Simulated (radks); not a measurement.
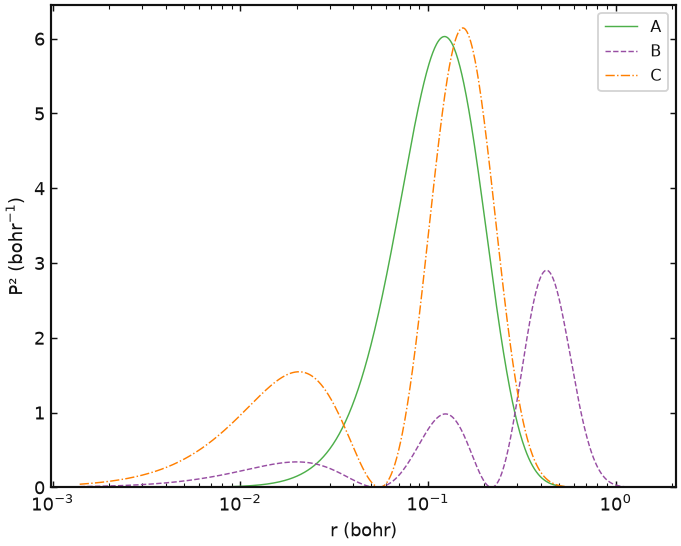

Kr²¹⁺ (Z = 36, 15 electrons); electrons: [Ne] 3s2 3p3 (high spin). Level of theory: scalar-relativistic Kohn-Sham, BLYP, spin-polarised, spherical densities, finite nucleus. Computed with the in-house radial solver radks.

The plot shows the radial probability densities P² of 2p up, 2s up and 3s up.

> Which curve belongs to which orbital?

A is 2p up; B is 3s up; C is 2s up. 2p up: outer maximum at 0.123 bohr, ⟨r⟩ = 0.158 bohr, 0 nodes, eigenvalue −2532 eV; 2s up: outer maximum at 0.154 bohr, ⟨r⟩ = 0.182 bohr, 1 node, eigenvalue −2740 eV; 3s up: outer maximum at 0.429 bohr, ⟨r⟩ = 0.458 bohr, 2 nodes, eigenvalue −987.4 eV.
